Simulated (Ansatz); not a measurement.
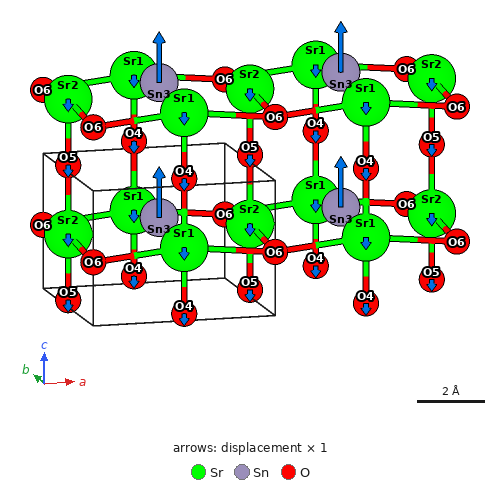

This is a relaxation of a crystal of Sr2SnO3 (a generated structure, set up in P4mm) (coarse preliminary run). The starting structure is drawn; blue arrows show the displacements (the part carried along by the change of the cell is left out), at their true length.

The picture is a ball-and-stick view of the cell of the calculation, repeated 2 × 1 × 2 with one cell outlined, seen slightly off an axis.

All numbers below come from DFT PBE, scalar-relativistic, plane waves, PAW in Ansatz. (plane-wave cutoff 420 eV; k-point mesh 4 × 4 × 4; occupations gaussian; smearing width 0.1 eV; no spin polarisation; cell and atoms relaxed; force threshold 0.04 eV/Å; at most 70 steps)

> Which element moves most?

Tin: up to 1.58 Å, against 0.40 Å for strontium.

> What happened in the run?

After 16 accepted moves (18 points after the start) the energy has fallen by 1274 meV per atom. Largest force component: 1.6 eV/Å at the start, 0.018 eV/Å at the end. Pressure: 11.96 GPa at the start and 0.06 GPa at the end. The SCF was repeated twice at an unchanged geometry on a basis and grid sized afresh for the cell, which shifted the energy by 22.4 meV per atom at most. Sn3 moves most relative to the cell: 1.58 Å along +c. Largest moves by element: Sn 1.58 Å, Sr 0.40 Å, O 0.39 Å. The drawn cell changes as follows: a = b 5.642 → 4.803 Å (−14.9 %), c 4.126 → 5.071 Å (+22.9 %); the volume changes by −10.9 %. Some distances before and after: Sn3–O4 3.323 → 2.409 Å, Sr1–Sr2 3.989 → 3.396 Å, Sr1–Sn3 2.842 → 3.403 Å, Sr1–O4 2.107 → 2.604 Å. New bonds form: Sn3–O4 (3.32 → 2.41 Å), Sn3–O5 (3.32 → 2.41 Å). Bond angles that change, for instance: Sr1–O6–Sr1 168.4° → 177.6°, O6–Sr2–O6 168.4° → 177.6°, O5–Sr2–O6 84.2° → 91.2°. The space group stays P4mm (No. 99).

Limits of the set-up: the k-point mesh is coarse for a cell with partly filled bands.
